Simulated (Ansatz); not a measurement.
Band structure of La3Zr (Pm-3m, 4 atoms in the cell).

```xyz
4
Lattice="5.0727 0.0000 0.0000 0.0000 5.0727 0.0000 0.0000 0.0000 5.0727" Properties=species:S:1:pos:R:3 pbc="T T T"
La     0.0000     2.5363     2.5363
La     2.5363     0.0000     2.5363
La     2.5363     2.5363     0.0000
Zr     0.0000     0.0000     0.0000
```

Level of theory: LDA (PW92), harder PAW files (source: ansatz) made with PBE (plane waves; Ansatz, an electronic-structure program).

Settings: basis.ecutwfc = 600 eV; kpoints.mp_grid.grid = 5 5 5; hamiltonian.xc = lda; hamiltonian.pseudopotentials = {kind: paw, source: ansatz}; scf.occupations.method = methfessel_paxton; scf.occupations.width = 0.1 eV; kpoints.band_path.npoints = 10.

The starting cell comes from a database of computed structures (which also holds hypothetical and non-ambient phases and stackings), without a prior relaxation at this level.

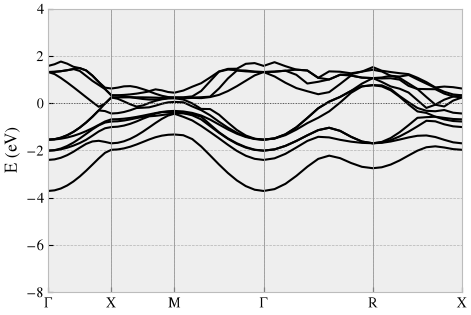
Figure. Bands along the path, energies from the Fermi level.

Levels in eV from the Fermi level, bands 20 to 26:
| point | 20 | 21 | 22 | 23 | 24 | 25 | 26 |
|---|---|---|---|---|---|---|---|
| Γ | -2.01 | -1.55 | -1.55 | -1.55 | 1.32 | 1.32 | 1.32 |
| X | -0.78 | -0.69 | -0.44 | 0.24 | 0.24 | 0.33 | 0.33 |
| M | -0.40 | -0.33 | 0.05 | 0.21 | 0.21 | 0.24 | 0.24 |
| R | -1.70 | 0.76 | 0.76 | 1.06 | 1.06 | 1.06 | 1.41 |

Bands cross the Fermi level along this path, so the cell is metallic at this level.

Keys are those of Ansatz 0.2.
